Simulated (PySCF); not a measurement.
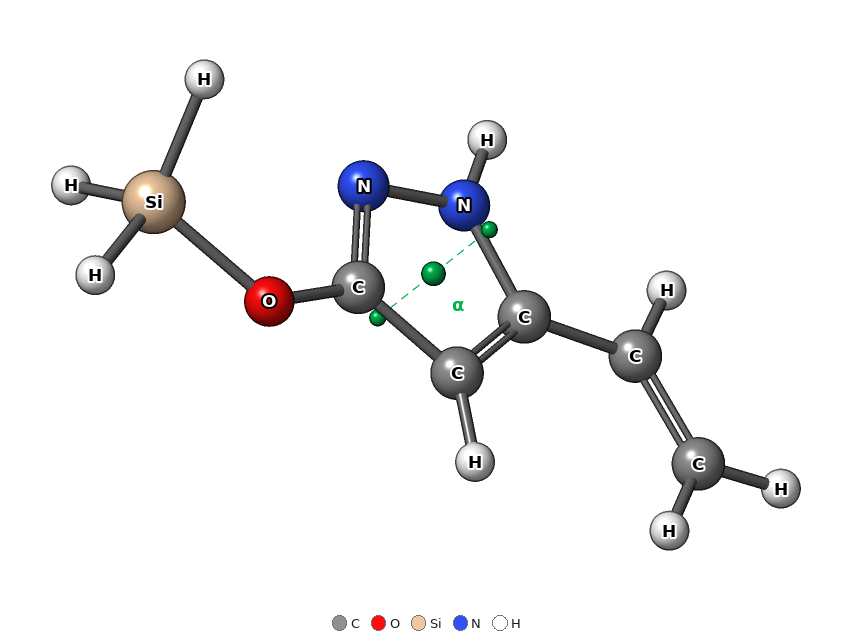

The small points mark where nucleus-independent chemical shifts (NICS) were computed: at the centre of each lettered ring and 1 Å above and below it. The geometry was computed by an optimisation with GFN2-xTB. No frequency run is at hand to confirm it as a minimum. Method: GIAO PBE0/pcSseg-1 NMR shielding, non-relativistic, gas phase (PySCF 2.14.0).

Give NICS(0), NICS(1) and the out-of-plane component NICS(1)zz for each ring (means of the two sides).

| ring | members | NICS(0) | NICS(1) | NICS(1)zz |
| --- | --- | --- | --- | --- |
| α | C3N2 | −12.7 | −10.3 | −25.1 |

Values in ppm.

### What do the values say about the ring currents?

Ring α: diatropic, as in an aromatic ring. NICS is one index among several.

The geometry is semi-empirical. Around Si such bond lengths and angles can be off by a tenth of an ångström or more and by several degrees, and values that hang on the shape move with them.
